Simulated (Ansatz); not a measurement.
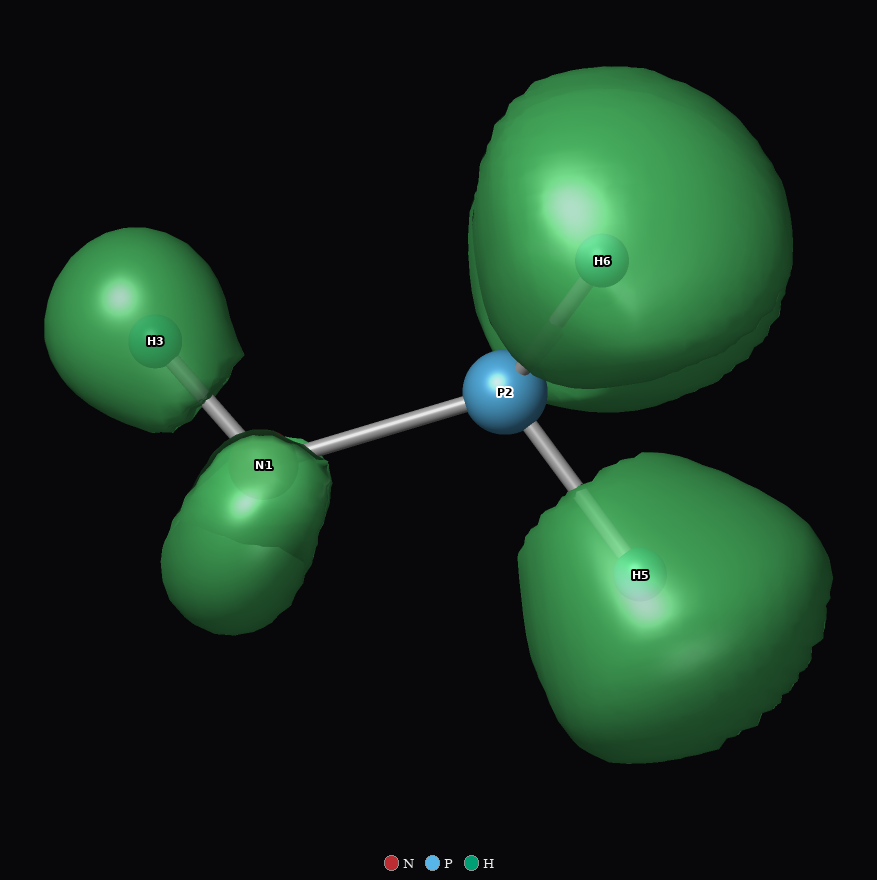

*H₄NP. Isosurface of the ELF at 0.85 (green), seen across its widest extent. Only the valence region is drawn (cores and ρ < 0.01 e/Å³ removed).*

Geometry: B3LYP-D3(BJ)/def2-SVP.

Theory: isolated molecule in a Gaussian basis; Kohn-Sham density functional theory, functional PBE0 (Ansatz 0.2.0).

```xyz
6

N     0.0555   -2.1779   -2.1904
P    -0.2130   -1.9193   -0.6649
H    -0.7870   -2.2368   -2.7643
H    -0.8493   -0.7207   -0.1743
H     1.0150   -1.8563    0.0309
H    -0.9358   -2.8471    0.1710
```

Question: Identify the bonds, lone pairs and shells in this picture.

Answer: The ELF exceeds this value in four regions around hydrogen nuclei and one lobe on N, pointing away from the bonds (lone pairs). Along the contacts the grid gives the following. P–N (1.57 Å): the ELF peaks at about 0.85 between the atoms; a polar covalent bond. N–H (1.02 Å): the ELF climbs to about 1 towards the hydrogen, as it does in any bond to H; a covalent bond by its length.
